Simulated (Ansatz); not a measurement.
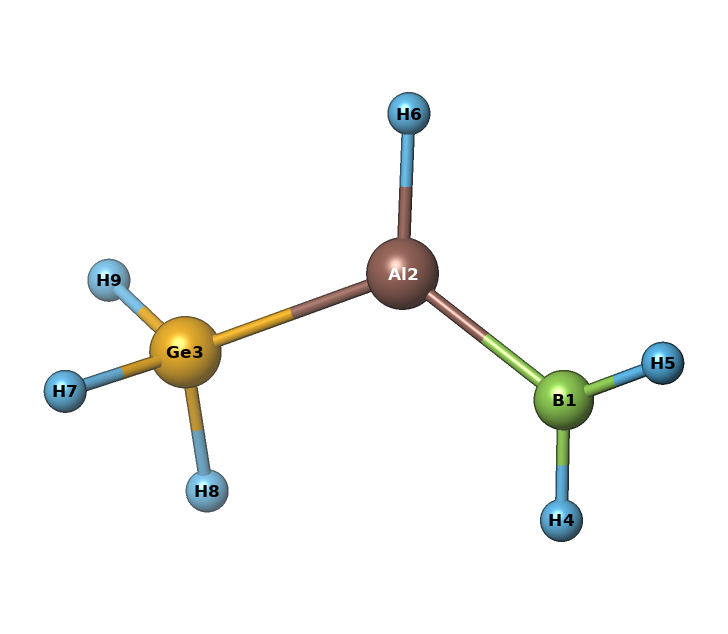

The picture comes from a calculation with Ansatz.

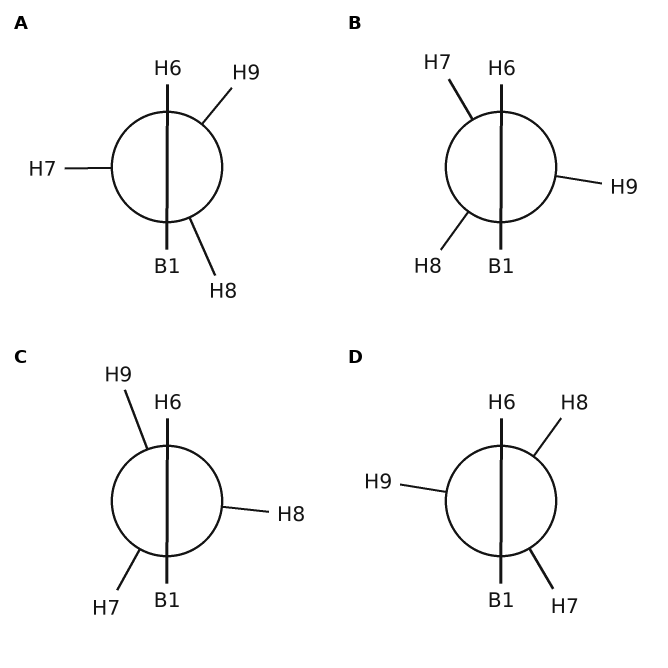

Depth is shown by fading: the farther an atom, the more it takes the colour of the background. Bonds that would overlap in a projection are set slightly apart. Geometry: atoms displaced at random (about 0.015 Å) from a stationary point of GFN2-xTB.

Which Newman projection shows the view along Al2–Ge3, with Al2 in front?

A. The torsion angle B1–Al2–Ge3–H7 is 89°, about perpendicular.
